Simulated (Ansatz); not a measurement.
# GeAs5: a trial structure relaxed, part 1 of 2

Aim: relax a trial structure of GeAs5 and see where it ends.

Computed with Ansatz 0.2.0 (DFT PBE, scalar-relativistic, plane waves, PAW, unless a step's input says otherwise).

## Step 1: The starting structure

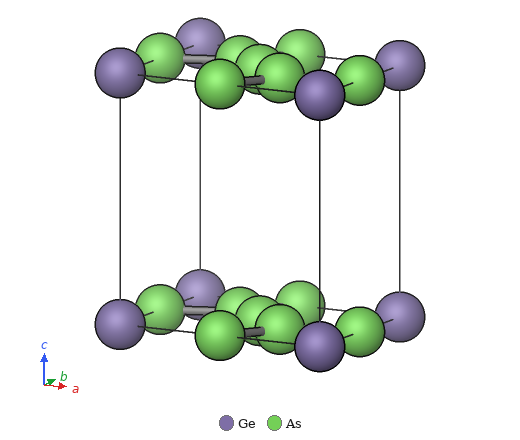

Start, viewed slightly off an axis; germanium purple, arsenic green. Atoms on the faces are drawn again on the opposite ones.

As a file:

```cif
data_structure
_symmetry_space_group_name_H-M 'P 1'
_symmetry_Int_Tables_number 1
_cell_length_a 5.9624
_cell_length_b 5.9624
_cell_length_c 5.2360
_cell_angle_alpha 90.000
_cell_angle_beta 90.000
_cell_angle_gamma 120.000
_cell_volume 161.20
loop_
_atom_site_label
_atom_site_type_symbol
_atom_site_fract_x
_atom_site_fract_y
_atom_site_fract_z
_atom_site_occupancy
Ge1 Ge 0.00000 0.00000 0.00000 1
As1 As 0.50000 0.00000 0.00000 1
As2 As 0.00000 0.50000 0.00000 1
As3 As 0.50000 0.50000 0.00000 1
As4 As 0.33333 0.66667 0.00000 1
As5 As 0.66667 0.33333 0.00000 1
```

The cell is invented: random cell by space group and Wyckoff sites (P6/mmm, No. 191). Lengths come from tabulated atomic sizes and are only a guess.

## Step 2: The guess as it stands, on a coarse mesh

input.yaml reads:

```yaml
crystal:
  lattice:
    - [5.96238306, 0.0, 0.0]
    - [-2.98119153, 5.16357519, 0.0]
    - [0.0, 0.0, 5.23597091]
  atoms:
    - { symbol: Ge, position: [0.0, 0.0, 0.0] }
    - { symbol: As, position: [0.5, 0.0, 0.0] }
    - { symbol: As, position: [0.0, 0.5, 0.0] }
    - { symbol: As, position: [0.5, 0.5, 0.0] }
    - { symbol: As, position: [0.33333333, 0.66666667, 0.0] }
    - { symbol: As, position: [0.66666667, 0.33333333, 0.0] }
basis:
  ecutwfc: 420
kpoints:
  mp_grid: { grid: [3, 3, 4] }
hamiltonian:
  xc: pbe
scf:
  occupations: { method: gaussian, width: 0.1 }
  lower_state_search: "off"
output:
  forces: true
  stress: true
  eigenvalues: true
```

Launch:

```sh
$ ansatz run input.yaml --threads 1 --pin off --max-ram 2560MiB --backend cpu --events-out ev --progress --plain --runs-dir out
```

Log (excerpt; [...] marks lines left out):

```text
Warning: RAYON_NUM_THREADS=1 ignored (pool sized by the plan → 1); use --threads N
[...]
Pseudopotentials: kind: paw
Pseudopotential: Ge, paw, valence charge 14, recommended cutoff 420 eV (normal), Ge.paw.azcp
Pseudopotential: As, paw, valence charge 15, recommended cutoff 420 eV (normal), As.paw.azcp
Functional definition: PBE
[...]
Crystal: 6 atoms, lattice volume = 161.201 Å³
Basis set: ecut = 420 eV, 3149 PW (Γ), exchange–correlation on 80×80×72 points (8 copies of the dense FFT grid, shifted against one another)
Bands: 54, of which v1, the nominal top of the filled ones, is band 45 counted from 1 (44 counted from 0)
Symmetry: 24 space group operations
Space group: P6/mmm (ITA 191), of the structure as read, at distance tolerance 5.4e-5 Å
k-points: 9 of 36
[...]
SCF iter   1: F=—  HF=-28532.804081 eV  |F-HF|=—  |Δ(HF+E_count)|=         —  Δρ=1.09e-2  dr2=5.13e-1  ethr=1.77e-3  ⟨swp⟩=7.2  Hψ=2134  notcnv=0  defer=1
[...]
SCF iter  10: F=-28532.726682 eV  HF=-28532.726682 eV  |F-HF|=5.92e-9  |Δ(HF+E_count)|=   1.25e-7  Δρ=2.20e-6  dr2=1.56e-8  ethr=1.12e-10  ⟨swp⟩=11.3  Hψ=2366  notcnv=0
[...]
SCF converged after 10 iterations
Free energy (F): -28532.726682 eV
[...]
E sigma→0 (E₀):  -28532.709224 eV
Entropy (-TS):   -0.034915 eV (-5.819 meV/atom)
Fermi energy:    7.936877 eV
[...]
--- Forces (eV/Å), atoms counted from 1 ---
  atom   1  Ge     0.00000000    -0.00000000     0.00000000
  atom   2  As     0.00000000     0.00000000     0.00000000
  atom   3  As     0.00000000     0.00000000     0.00000000
  atom   4  As     0.00000000     0.00000000     0.00000000
  atom   5  As    -0.00000000     0.00000000     0.00000000
  atom   6  As    -0.00000000    -0.00000000     0.00000000
[...]
--- Stress (GPa, compression-positive) ---
      147.591066       0.000000       0.000000
        0.000000     147.591066       0.000000
        0.000000       0.000000      -0.704205
  P = ⅓ Tr σ = 98.1593 GPa (981.593 kbar)
--- Band table (eV; the first three rows and the last of 9) ---
[...]
```

Wall time 5.4 s (1 thread of Intel Xeon 6975P-C (Granite Rapids), shared host); peak memory 0.48 GiB.

From the probe: pressure 98.2 GPa, largest force 0.00 eV/Å, gap on this mesh none (metal). A guess like this is first relaxed loosely on the coarse mesh.

## Step 3: Rough relaxation on the coarse mesh

input.yaml: that of step 2 with these lines changed.

```diff
@@ -25 +25,6 @@
   eigenvalues: true
+relax:
+  adjacent_minimum: "off"
+  f_tol: 0.04
+  max_steps: 70
+  cell: { stress_tol: 0.4 }
```

Launch:

```sh
$ ansatz run input.yaml --threads 1 --pin off --max-ram 2560MiB --backend cpu --events-out ev --progress --plain --runs-dir out
```

Log:

```text
Warning: RAYON_NUM_THREADS=1 ignored (pool sized by the plan → 1); use --threads N
Engine: ansatz 0.2.0, x86_64-unknown-linux-gnu
[... 4 set-up lines as earlier in the session ...]
  parameter kappa = 0.804
  parameter beta = 0.06672455060314922
  exchange = pbe_x(kappa = kappa, mu = beta*pi^2/3)
  correlation = pbe_c(beta = beta)
Crystal: 6 atoms, lattice volume = 161.201 Å³
Basis set: ecut = 420 eV, 3149 PW (Γ), exchange–correlation on 80×80×72 points (8 copies of the dense FFT grid, shifted against one another)
Bands: 54, of which v1, the nominal top of the filled ones, is band 45 counted from 1 (44 counted from 0)
[... 2 set-up lines as earlier in the session ...]
k-points: 9 of 36
Non-local potential: Ge, projectors of the file, l = 0: 2, l = 1: 2, l = 2: 3, l = 3: 1
Non-local potential: As, projectors of the file, l = 0: 2, l = 1: 2, l = 2: 3, l = 3: 1
PAW form: soft (Blöchl's): semilocal exchange-correlation on the pseudo side does not see the compensation charge
PAW one-centre angular grid: Ge, 590 points (default); XC on 64 Gauss nodes
PAW one-centre angular grid: As, 590 points (default); XC on 64 Gauss nodes
Initial density: superposition of atomic densities (neutral atoms: chi_scale 0, normalization atom), corrected by the library's trained network
Initial wavefunctions: pseudopotential atomic-orbital guess
Functional: x = pbe(κ = 0.804, μ = 0.2195149727645171), c = pbe(β = 0.06672455060314922)
SCF iter   1: F=—  HF=-28532.804083 eV  |F-HF|=—  |Δ(HF+E_count)|=         —  Δρ=1.09e-2  dr2=5.13e-1  ethr=1.77e-3  ⟨swp⟩=7.2  Hψ=2134  notcnv=0  defer=1
preconditioner: auto → LDOS  [insulator: Δε(μ)=0.155 eV  Ē_g=10.601 eV  σ=0.100 eV  W_gap=0.68  n_scr=46 (ndim 8)  ℏωp=15.1 eV  f_vac=0.353  D(μ)=4.01/eV (n_scr^D=26)  ε∞_Penn≈3.0  β→1.0]
SCF iter   2: F=—  HF=-28532.742034 eV  |F-HF|=—  |Δ(HF+E_count)|=   6.20e-2  Δρ=4.54e-3  dr2=7.90e-2  ethr=5.76e-4  ⟨swp⟩=2.0  Hψ=673  notcnv=0  defer=26
SCF iter   3: F=—  HF=-28532.731181 eV  |F-HF|=—  |Δ(HF+E_count)|=   1.09e-2  Δρ=2.50e-3  dr2=2.74e-2  ethr=8.88e-5  ⟨swp⟩=2.0  Hψ=648  notcnv=0  defer=26
SCF iter   4: F=—  HF=-28532.727105 eV  |F-HF|=—  |Δ(HF+E_count)|=   4.08e-3  Δρ=6.11e-4  dr2=1.31e-3  ethr=3.08e-5  ⟨swp⟩=2.6  Hψ=806  notcnv=0  defer=26
SCF iter   5: F=—  HF=-28532.726673 eV  |F-HF|=—  |Δ(HF+E_count)|=   4.32e-4  Δρ=3.65e-4  dr2=4.34e-4  ethr=1.47e-6  ⟨swp⟩=2.0  Hψ=862  notcnv=0  defer=26
SCF iter   6: F=—  HF=-28532.726676 eV  |F-HF|=—  |Δ(HF+E_count)|=   3.09e-6  Δρ=1.10e-4  dr2=3.29e-5  ethr=4.88e-7  ⟨swp⟩=2.1  Hψ=770  notcnv=0  defer=26
SCF iter   7: F=—  HF=-28532.726682 eV  |F-HF|=—  |Δ(HF+E_count)|=   5.89e-6  Δρ=4.54e-5  dr2=6.50e-6  ethr=3.70e-8  ⟨swp⟩=2.1  Hψ=858  notcnv=0  defer=26
SCF iter   8: F=—  HF=-28532.726680 eV  |F-HF|=—  |Δ(HF+E_count)|=   1.85e-6  Δρ=1.61e-5  dr2=7.70e-7  ethr=7.31e-9  ⟨swp⟩=2.0  Hψ=863  notcnv=0  defer=26
SCF iter   9: F=—  HF=-28532.726681 eV  |F-HF|=—  |Δ(HF+E_count)|=   1.18e-6  Δρ=7.96e-6  dr2=1.79e-7  ethr=8.65e-10  ⟨swp⟩=2.3  Hψ=643  notcnv=0  defer=26
SCF iter  10: F=-28532.726682 eV  HF=-28532.726682 eV  |F-HF|=3.06e-9  |Δ(HF+E_count)|=   1.26e-7  Δρ=2.06e-6  dr2=1.38e-8  ethr=1.12e-10  ⟨swp⟩=11.4  Hψ=2265  notcnv=0
SCF 1 converged in 10 iterations: F = -28532.726682 eV  dr2 = 1.38e-8
relax step   1: F+E_penalty+E_count = -28532.72668151 eV  Δ(F+E_penalty+E_count) = +0.000e0 eV  max|allowed force component| = 2.274e-17 eV/Å  Δτ_max = 0.0000 Å  P = +98.159 GPa  Ω = 161.201 Å³  (10 SCF iters, dr2 threshold 1.00e-7 eV, accepted)
[... from here on, the SCF cycles and remarks between the steps are left out ...]
relax step   2: F+E_penalty+E_count = -28544.93038756 eV  Δ(F+E_penalty+E_count) = -1.220e1 eV  max|allowed force component| = 3.431e-17 eV/Å  Δτ_max = 0.0000 Å  P = +65.662 GPa  Ω = 177.251 Å³  energy of the carried Pulay correction = -3.939e-3 eV  (9 SCF iters, dr2 threshold 6.00e-7 eV, accepted)
relax step   3: F+E_penalty+E_count = -28553.40511455 eV  Δ(F+E_penalty+E_count) = -8.475e0 eV  max|allowed force component| = 6.014e-17 eV/Å  Δτ_max = 0.0000 Å  P = +43.599 GPa  Ω = 194.126 Å³  energy of the carried Pulay correction = -7.706e-3 eV  (10 SCF iters, dr2 threshold 6.00e-7 eV, accepted)
relax step   4: F+E_penalty+E_count = -28559.31957783 eV  Δ(F+E_penalty+E_count) = -5.914e0 eV  max|allowed force component| = 1.480e-16 eV/Å  Δτ_max = 0.0000 Å  P = +28.205 GPa  Ω = 211.548 Å³  energy of the carried Pulay correction = -1.125e-2 eV  (8 SCF iters, dr2 threshold 6.00e-7 eV, accepted)
relax step   5: F+E_penalty+E_count = -28563.15198116 eV  Δ(F+E_penalty+E_count) = -3.832e0 eV  max|allowed force component| = 2.776e-17 eV/Å  Δτ_max = 0.0000 Å  P = +16.357 GPa  Ω = 229.495 Å³  energy of the carried Pulay correction = -1.460e-2 eV  (8 SCF iters, dr2 threshold 6.00e-7 eV, accepted)
relax step   6: F+E_penalty+E_count = -28565.26645068 eV  Δ(F+E_penalty+E_count) = -2.114e0 eV  max|allowed force component| = 1.010e-16 eV/Å  Δτ_max = 0.0000 Å  P = +6.829 GPa  Ω = 246.899 Å³  energy of the carried Pulay correction = -1.759e-2 eV  (8 SCF iters, dr2 threshold 6.00e-7 eV, accepted)
relax step   7: F+E_penalty+E_count = -28565.98596243 eV  Δ(F+E_penalty+E_count) = -7.195e-1 eV  max|allowed force component| = 1.087e-16 eV/Å  Δτ_max = 0.0000 Å  P = +0.813 GPa  Ω = 249.393 Å³  energy of the carried Pulay correction = -1.814e-2 eV  (7 SCF iters, dr2 threshold 6.00e-7 eV, accepted)
relax step   8: F+E_penalty+E_count = -28566.02943913 eV  Δ(F+E_penalty+E_count) = -4.348e-2 eV  max|allowed force component| = 6.939e-17 eV/Å  Δτ_max = 0.0000 Å  P = -0.530 GPa  Ω = 250.623 Å³  energy of the carried Pulay correction = -1.836e-2 eV  (6 SCF iters, dr2 threshold 6.00e-7 eV, accepted)
relax step   9: F+E_penalty+E_count = -28566.16351302 eV  Δ(F+E_penalty+E_count) = -1.341e-1 eV  max|allowed force component| = 1.110e-16 eV/Å  Δτ_max = 0.0000 Å  P = -0.684 GPa  Ω = 238.897 Å³  energy of the carried Pulay correction = -1.656e-2 eV  (6 SCF iters, dr2 threshold 6.00e-7 eV, accepted)
relax step  10: F+E_penalty+E_count = -28566.30531724 eV  Δ(F+E_penalty+E_count) = -1.418e-1 eV  max|allowed force component| = 7.324e-17 eV/Å  Δτ_max = 0.0000 Å  P = -0.574 GPa  Ω = 226.134 Å³  energy of the carried Pulay correction = -1.447e-2 eV  (8 SCF iters, dr2 threshold 6.00e-7 eV, accepted)
relax step  11: F+E_penalty+E_count = -28566.56323311 eV  Δ(F+E_penalty+E_count) = -2.579e-1 eV  max|allowed force component| = 6.399e-17 eV/Å  Δτ_max = 0.0000 Å  P = -0.866 GPa  Ω = 213.800 Å³  energy of the carried Pulay correction = -1.230e-2 eV  (7 SCF iters, dr2 threshold 6.00e-7 eV, accepted)
relax step  12: F+E_penalty+E_count = -28566.84945926 eV  Δ(F+E_penalty+E_count) = -2.862e-1 eV  max|allowed force component| = 3.469e-17 eV/Å  Δτ_max = 0.0000 Å  P = -1.018 GPa  Ω = 201.428 Å³  energy of the carried Pulay correction = -9.981e-3 eV  (6 SCF iters, dr2 threshold 6.00e-7 eV, accepted)
relax step  13: F+E_penalty+E_count = -28567.10080560 eV  Δ(F+E_penalty+E_count) = -2.513e-1 eV  max|allowed force component| = 3.932e-17 eV/Å  Δτ_max = 0.0000 Å  P = -0.774 GPa  Ω = 188.520 Å³  energy of the carried Pulay correction = -7.371e-3 eV  (6 SCF iters, dr2 threshold 6.00e-7 eV, accepted)
relax step  14: F+E_penalty+E_count = -28567.40420748 eV  Δ(F+E_penalty+E_count) = -3.034e-1 eV  max|allowed force component| = 1.156e-17 eV/Å  Δτ_max = 0.0000 Å  P = -0.749 GPa  Ω = 175.734 Å³  energy of the carried Pulay correction = -4.584e-3 eV  (5 SCF iters, dr2 threshold 6.00e-7 eV, accepted)
relax step  15: F+E_penalty+E_count = -28568.04546349 eV  Δ(F+E_penalty+E_count) = -6.413e-1 eV  max|allowed force component| = 4.048e-17 eV/Å  Δτ_max = 0.0000 Å  P = -0.770 GPa  Ω = 163.252 Å³  energy of the carried Pulay correction = -1.650e-3 eV  (6 SCF iters, dr2 threshold 6.00e-7 eV, accepted)
relax step  16: F+E_penalty+E_count = -28568.78561024 eV  Δ(F+E_penalty+E_count) = -7.401e-1 eV  max|allowed force component| = 1.812e-17 eV/Å  Δτ_max = 0.0000 Å  P = +0.981 GPa  Ω = 151.323 Å³  energy of the carried Pulay correction = +1.373e-3 eV  (6 SCF iters, dr2 threshold 6.00e-7 eV, accepted)
relax step  17: F+E_penalty+E_count = -28568.82936698 eV  Δ(F+E_penalty+E_count) = -4.376e-2 eV  max|allowed force component| = 2.313e-17 eV/Å  Δτ_max = 0.0000 Å  P = +0.697 GPa  Ω = 149.175 Å³  energy of the carried Pulay correction = +1.923e-3 eV  (6 SCF iters, dr2 threshold 6.00e-7 eV, accepted)
relax step  18: F+E_penalty+E_count = -28568.82930776 eV  Δ(F+E_penalty+E_count) = +5.922e-5 eV  max|allowed force component| = 3.701e-17 eV/Å  Δτ_max = 0.0000 Å  P = -0.619 GPa  Ω = 150.792 Å³  energy of the carried Pulay correction = +1.477e-3 eV  (6 SCF iters, dr2 threshold 6.00e-7 eV, accepted)
relax step  19: F+E_penalty+E_count = -28568.83093792 eV  Δ(F+E_penalty+E_count) = -1.630e-3 eV  max|allowed force component| = 1.947e-17 eV/Å  Δτ_max = 0.0000 Å  P = +0.080 GPa  Ω = 149.970 Å³  energy of the carried Pulay correction = +1.704e-3 eV  (5 SCF iters, dr2 threshold 6.00e-7 eV, accepted)
relax step  20: F+E_penalty+E_count = -28570.29197668 eV  Δ(F+E_penalty+E_count) = -1.461e0 eV  max|allowed force component| = 2.043e-17 eV/Å  Δτ_max = 0.0000 Å  P = +10.045 GPa  Ω = 149.970 Å³  stress off target by 1.49e1 GPa  SCF on the basis re-selected at this cell (its energy is not comparable with the rows above)  (10 SCF iters)
relax step  21: F+E_penalty+E_count = -28571.20157794 eV  Δ(F+E_penalty+E_count) = -9.096e-1 eV  max|allowed force component| = 2.506e-18 eV/Å  Δτ_max = 0.0000 Å  P = +5.709 GPa  Ω = 157.284 Å³  energy of the carried Pulay correction = -8.742e-4 eV  (7 SCF iters, dr2 threshold 6.00e-7 eV, accepted)
relax step  22: F+E_penalty+E_count = -28571.52818969 eV  Δ(F+E_penalty+E_count) = -3.266e-1 eV  max|allowed force component| = 5.782e-19 eV/Å  Δτ_max = 0.0000 Å  P = +4.390 GPa  Ω = 161.495 Å³  energy of the carried Pulay correction = -1.335e-3 eV  (8 SCF iters, dr2 threshold 6.00e-7 eV, accepted)
relax step  23: F+E_penalty+E_count = -28571.69432672 eV  Δ(F+E_penalty+E_count) = -1.661e-1 eV  max|allowed force component| = 9.999e-19 eV/Å  Δτ_max = 0.0000 Å  P = +0.486 GPa  Ω = 171.983 Å³  energy of the carried Pulay correction = -2.542e-3 eV  (6 SCF iters, dr2 threshold 6.00e-7 eV, accepted)
relax step  24: F+E_penalty+E_count = -28571.69735836 eV  Δ(F+E_penalty+E_count) = -3.032e-3 eV  max|allowed force component| = 7.228e-19 eV/Å  Δτ_max = 0.0000 Å  P = +0.066 GPa  Ω = 173.498 Å³  energy of the carried Pulay correction = -2.707e-3 eV  (5 SCF iters, dr2 threshold 6.00e-7 eV, accepted)
relax step  25: F+E_penalty+E_count = -28571.70925417 eV  Δ(F+E_penalty+E_count) = -1.190e-2 eV  max|allowed force component| = 8.071e-19 eV/Å  Δτ_max = 0.0000 Å  P = +0.196 GPa  Ω = 173.498 Å³  stress off target by 2.78e-1 GPa  SCF on the basis re-selected at this cell (its energy is not comparable with the rows above)  (9 SCF iters)
basis re-selected at this cell: Δ(F+E_penalty+E_count) = -1.190e-2 eV, ΔP = +0.131 GPa vs the last step (what re-selecting the basis moved, of the pressure what is left beyond the Pulay correction that the steps carried, after the strain that the cell walked since its last selection, with what the two solves' SCF thresholds leave and, on support functions, any second-order correction that the steps lacked; it is no measure of the basis error at this ecutwfc). The dense FFT grid was sized anew with the basis: this SCF ran on 60×60×18 points, the steps before it on 54×54×20, so part of this shift can come from that change (see relax.cell in the input reference). This SCF's stress stands 2.78e-1 GPa from its target on what of the cell is left free (relax.cell.stress_tol is 4.00e-1 GPa) and its largest allowed force component is 8.07e-19 eV/Å (relax.f_tol is 4.00e-2 eV/Å): within both
SCF converged after 9 iterations
Free energy (F): -28571.709254 eV
Harris-Foulkes:  -28571.709254 eV  (|F-HF|=4.00e-11)
Internal energy: -28571.678705 eV  (E = F + TS)
E sigma→0 (E₀):  -28571.693979 eV
Entropy (-TS):   -0.030550 eV (-5.092 meV/atom)
Fermi energy:    6.308186 eV
--- Per-component energies (eV) ---
  E_band       = -1644.822238
  E_kinetic    = 619.143325
  E_local      = -14471.563941  (includes V_loc(G=0)·N_el)
  E_nonlocal   = -2938.406195
  E_hartree    = 7371.977597
  E_xc         = -467.417307
  E_vxc        = -454.775782  (∫ρ·V_xc dr)
  E_paw        = -11190.397830  (= ΣΔE_a)
  E_vpaw       = 856.824191  (= ΣTr[D̂ρ^β])
  E_aug_tail   = 0.000352  (compensation charges beyond the density's cutoff)
  E_ewald      = -7495.014704
  E_smearing   = -0.030550  (= −TS)
  E_closure    = 0.000000  (closes the sum)
  Σ components = -28571.709254   (vs F -28571.709254, Δ=0.00e0)
--- Forces (eV/Å), atoms counted from 1 ---
  atom   1  Ge    -0.00000000     0.00000000     0.00000000
  atom   2  As    -0.00000000     0.00000000     0.00000000
  atom   3  As     0.00000000     0.00000000     0.00000000
  atom   4  As    -0.00000000     0.00000000     0.00000000
  atom   5  As     0.00000000    -0.00000000    -0.00000000
  atom   6  As    -0.00000000     0.00000000     0.00000000
  max |Σ_I F_I| component: 1.45e-19 eV/Å
--- Stress (GPa, compression-positive) ---
        0.278023       0.000000       0.000000
        0.000000       0.278023       0.000000
        0.000000       0.000000       0.032817
  P = ⅓ Tr σ = 0.1963 GPa (1.963 kbar)
--- Band table (eV; the first three rows and the last of 9) ---
  k-point 0: bands = ["-29.5596", "-29.5596", "-29.5504", "-29.4762", "-29.4704", "-29.4704", "-29.4670", "-29.4670", "-29.4633", "-29.4621", "-29.4621", "-29.4484", "-29.4282", "-29.4282", "-29.4282", "-29.4127", "-29.4127", "-29.4044", "-29.4015", "-29.4015", "-29.3996", "-29.3970", "-29.3970", "-29.3778", "-29.3778", "-19.1398", "-19.0486", "-19.0486", "-18.9784", "-18.9784", "-8.0392", "-6.5342", "-5.9405", "-5.9405", "-3.3317", "-2.3600", "0.4554", "0.4554", "3.6117", "3.6117", "4.8664", "5.3781", "5.3781", "5.8558", "5.8558", "7.3774", "9.9957", "10.7880", "10.7880", "11.2763", "12.0129", "12.0129", "12.6855", "13.0193"]
[... 3 lines left out ...]
--- Relaxed structure (23 steps of the walk, 23 accepted, 2 SCFs on fresh bases) ---
  F+E_penalty+E_count = -28571.70925417 eV   max|allowed force component| = 8.071e-19 eV/Å   (the final SCF, on the basis selected at the relaxed cell)
  cell:  # Å, volume = 173.4985 Å³
    - [8.649395934831166, 2.1854622869132624e-34, 0.0]
    - [-4.324697967415583, 7.490596606953641, 0.0]
    - [0.0, 0.0, 2.67789442909871]
  atoms:
    - { symbol: Ge, position: [-9.066050508931844e-35, -5.154783153053768e-35, 0.0] }
    - { symbol: As, position: [0.5, -1.0814193245130166e-34, 0.0] }
    - { symbol: As, position: [-2.7755575615628914e-17, 0.49999999999999994, 0.0] }
    - { symbol: As, position: [0.5, 0.49999999999999994, 0.0] }
    - { symbol: As, position: [0.3333333333333333, 0.6666666666666666, 0.0] }
    - { symbol: As, position: [0.6666666666666665, 0.3333333333333333, 0.0] }
```

It took 2.2 min on 1 thread of Intel Xeon 6975P-C (Granite Rapids), shared host; peak memory 0.51 GiB.

Step by step:

| step | energy from step 1 (eV/cell) | largest force component (eV/Å) | pressure (GPa) | volume (Å³) |
| --- | --- | --- | --- | --- |
| 1 | 0.0000 | 0.0000 | 98.16 | 161.20 |
| 2 | -12.2037 | 0.0000 | 65.66 | 177.25 |
| 3 | -20.6784 | 0.0000 | 43.60 | 194.13 |
| 4 | -26.5929 | 0.0000 | 28.20 | 211.55 |
| 5 | -30.4253 | 0.0000 | 16.36 | 229.50 |
| 6 | -32.5398 | 0.0000 | 6.83 | 246.90 |
| 7 | -33.2593 | 0.0000 | 0.81 | 249.39 |
| 8 | -33.3028 | 0.0000 | -0.53 | 250.62 |
| 9 | -33.4368 | 0.0000 | -0.68 | 238.90 |
| 10 | -33.5786 | 0.0000 | -0.57 | 226.13 |
| 11 | -33.8366 | 0.0000 | -0.87 | 213.80 |
| 12 | -34.1228 | 0.0000 | -1.02 | 201.43 |
| 13 | -34.3741 | 0.0000 | -0.77 | 188.52 |
| 14 | -34.6775 | 0.0000 | -0.75 | 175.73 |
| 15 | -35.3188 | 0.0000 | -0.77 | 163.25 |
| 16 | -36.0589 | 0.0000 | 0.98 | 151.32 |
| 17 | -36.1027 | 0.0000 | 0.70 | 149.17 |
| 18 | -36.1026 | 0.0000 | -0.62 | 150.79 |
| 19 | -36.1043 | 0.0000 | 0.08 | 149.97 |
| 20 | -37.5653 | 0.0000 | 10.04 | 149.97 |
| 21 | -38.4749 | 0.0000 | 5.71 | 157.28 |
| 22 | -38.8015 | 0.0000 | 4.39 | 161.50 |
| 23 | -38.9676 | 0.0000 | 0.49 | 171.98 |
| 24 | -38.9707 | 0.0000 | 0.07 | 173.50 |
| 25 | -38.9826 | 0.0000 | 0.20 | 173.50 |

Step 1 is the start. Steps 20, 25 each repeat the geometry before them on a plane-wave basis chosen anew, so the energy can jump there without any move.

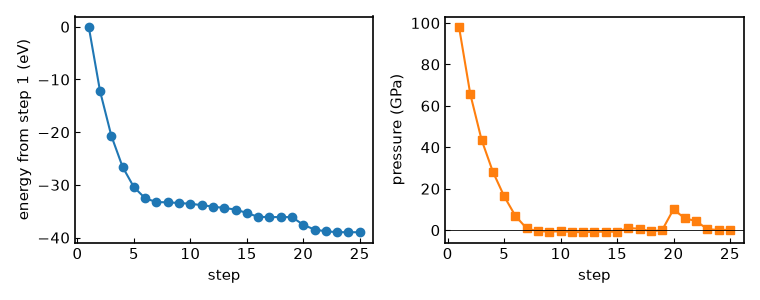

Energy and pressure along the relaxation.

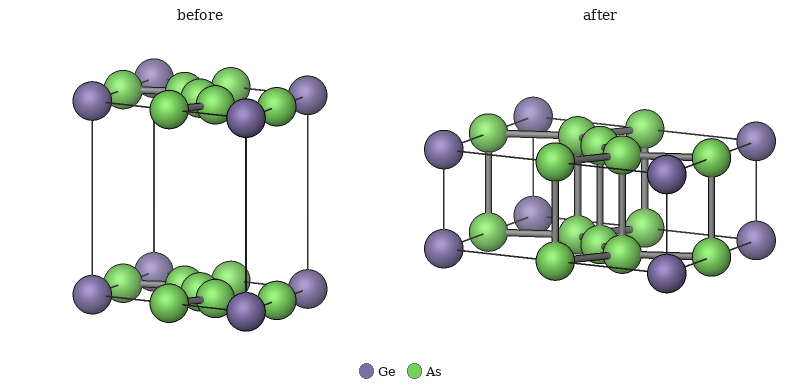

The structure before (left) and after (right) the relaxation, drawn at the same scale.

|  | before | after | change |
| --- | --- | --- | --- |
| a (Å) | 5.962 | 8.649 | +45.1 % |
| b (Å) | 5.962 | 8.649 | +45.1 % |
| c (Å) | 5.236 | 2.678 | -48.9 % |
| volume (Å³/atom) | 26.87 | 28.92 | +7.6 % |
| shortest distance (Å) | 1.721 | 2.497 | +45.1 % |
| space group (0.01 Å) | P6/mmm | P6/mmm | same |

Forces and stress were held to the start's 24 operations: a distortion of lower symmetry was not tested.

(Continued in part 2 of 2.)
